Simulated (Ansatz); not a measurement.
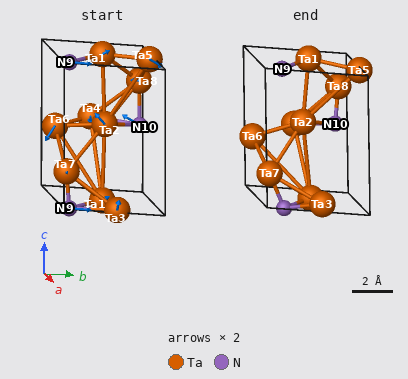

The structure of crystalline Ta₄N (a generated structure, set up in P1) (coarse preliminary run) before (left) and after (right) a relaxation, at one scale. The blue arrows give the displacements (the part carried along by the change of the cell is left out), 2 times their true length.

A ball-and-stick model of the cell of the calculation, reduced to other axes, seen slightly off an axis. Lengths and directions refer to the drawn axes.

Theory: Ansatz, DFT PBE, scalar-relativistic, plane waves, PAW. Settings: plane-wave cutoff 420 eV; k-point mesh 6 × 6 × 4; occupations gaussian; smearing width 0.2 eV; no spin polarisation; cell and atoms relaxed; force threshold 0.025 eV/Å; at most 60 steps.

**Summarise the run.**

The run was cut off at its time limit before the relaxation converged, so the last structure is only a point on the way. The largest move relative to the cell is that of N9, 0.59 Å roughly along [−1 2 0]. Largest moves by element: N 0.59 Å, Ta 0.47 Å. The volume changes by −1.7 %, with a 5.241 → 5.254 Å (+0.3 %), b 5.305 → 5.369 Å (+1.2 %), c 7.558 → 7.245 Å (−4.1 %), α 89.6° → 90.8°, β 89.5° → 88.0°, γ 60.7° → 61.9°. Near-neighbour distances that change, for instance: Ta3–Ta6 4.406 → 3.591 Å, Ta2–Ta5 4.584 → 3.776 Å, Ta1–Ta6 4.644 → 3.853 Å, Ta3–Ta4 3.719 → 3.046 Å. New bonds form: Ta3–Ta4 (3.72 → 3.05 Å). Bond angles that change, for instance: Ta7–N9–Ta8 160.6° → 120.0°, Ta3–N9–Ta8 103.9° → 130.6°, Ta6–N10–Ta7 94.0° → 74.5°. The space group stays P1 (No. 1). After 4 geometry steps the energy has fallen by 899 meV per atom. Largest force component: 24 eV/Å at the start, 2.4 eV/Å at the end. Pressure: 16.37 GPa at the start and −0.39 GPa at the end. Cost: 7 min on 1 thread of Intel(R) Xeon(R) Platinum 8259CL CPU @ 2.50GHz (Skylake/Cascade Lake), with other jobs on the host, peak memory 0.93 GiB.
